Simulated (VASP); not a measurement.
Band structure of InGaP$_{2}$ (space group R3m). Level of theory: PBEsol GGA, VASP's PBE PAW potentials (set 64) (plane waves; VASP).

Unless said otherwise, spin-orbit coupling is left out, though it shifts the bands of the heavy elements here.

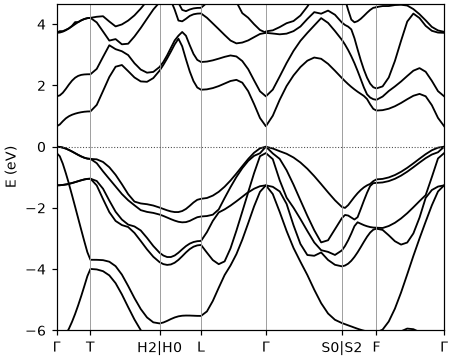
Figure. Bands along high-symmetry lines, zero at the valence-band maximum or, without a gap, the Fermi level

Question: Read the plot: is there a gap, and where are the band edges?

Answer: The gap is direct, 0.67 eV, from the valence maximum at Γ to the conduction minimum at Γ. (Edges off the drawn lines would not show.)

The structure comes from a computed database's InGaP2 entry (R3m); how it stands against other phases isn't given here. It was relaxed first.
